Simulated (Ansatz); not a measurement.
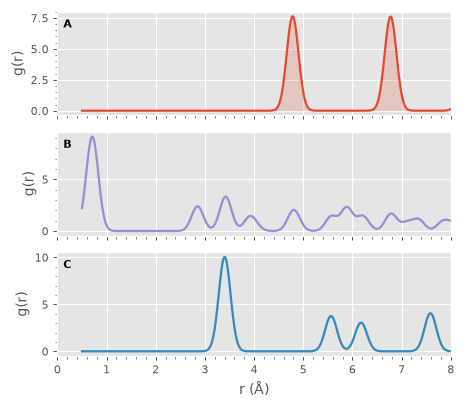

Element-resolved g(r), computed from the atomic positions of GaH6, each distance broadened by a Gaussian of σ = 0.12 Å. It is based on the end point of a relaxation with DFT PBE, scalar-relativistic, plane waves, PAW (Ansatz 0.2.0); the starting structure was generated, so it need not be a known form of this composition.

```cif
data_structure
_symmetry_space_group_name_H-M 'Pm-3m'
_symmetry_Int_Tables_number 221
_cell_length_a 4.7933
_cell_length_b 4.7933
_cell_length_c 4.7933
_cell_angle_alpha 90.000
_cell_angle_beta 90.000
_cell_angle_gamma 90.000
_cell_volume 110.13
loop_
_atom_site_label
_atom_site_type_symbol
_atom_site_symmetry_multiplicity
_atom_site_Wyckoff_symbol
_atom_site_fract_x
_atom_site_fract_y
_atom_site_fract_z
_atom_site_occupancy
Ga1 Ga 1 a 0.00000 0.00000 0.00000 1
H1 H 6 f 0.50000 0.50000 0.07845 1
```

> The panels are unlabelled. Name the pair for each.

panel A is Ga–Ga (first distance 4.79 Å); panel B is H–H (first distance 0.75 Å); panel C is Ga–H (first distance 3.41 Å).

> Give the first two coordination shells of each pair (distances closer than 0.12 Å counted as one shell; neighbours averaged over all atoms of the first element).

```tsv
pair	first shell (Å)	neighbours in it	second shell (Å)	neighbours in the second
Ga–Ga	4.79	6 Ga per Ga	6.78	12
H–H	0.75	1 H per H	2.86	4
Ga–H	3.41	24 H per Ga	5.57	24
```
